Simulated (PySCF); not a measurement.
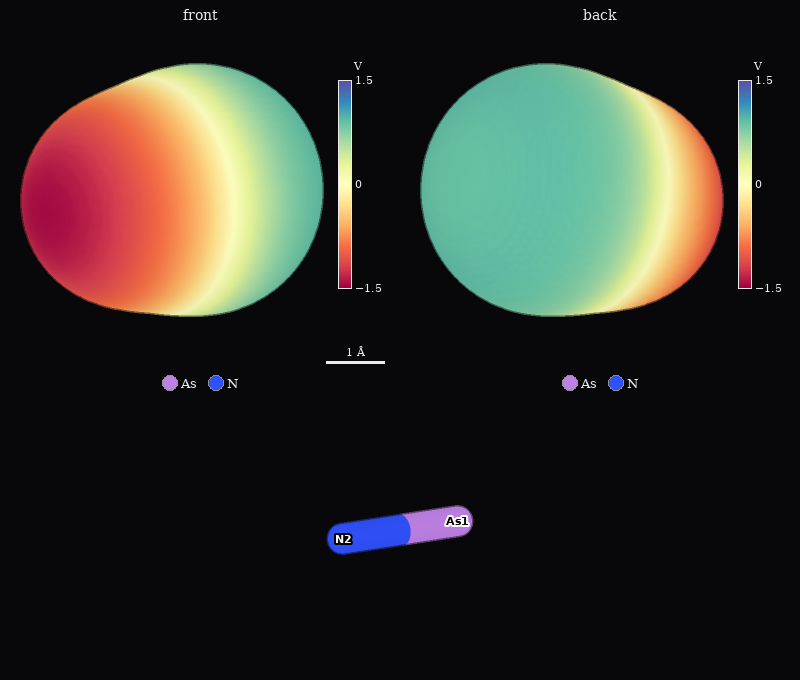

Figure 1: AsN. The electrostatic potential painted on the density surface at 0.001 e/bohr³, seen from the front and from behind; red is negative and blue positive. The bare structure is drawn below in the same view.

The calculation used PBE0/6-31G(d,p), non-relativistic, at a bond length of 1.609 Å (PySCF 2.14.0).

| atom | x (Å) | y (Å) | z (Å) |
| --- | --- | --- | --- |
| As | 0.0000 | 0.0000 | -0.2534 |
| N | 0.0000 | 0.0000 | 1.3556 |

Question: Describe the electrostatic potential map.

Answer: The most negative region (about −1.4 V, or −32 kcal/mol for a unit charge) lies over N2, the most positive (about +0.9 V, or +21 kcal/mol for a unit charge) over As1. N2 is the likeliest acceptor of a hydrogen bond.
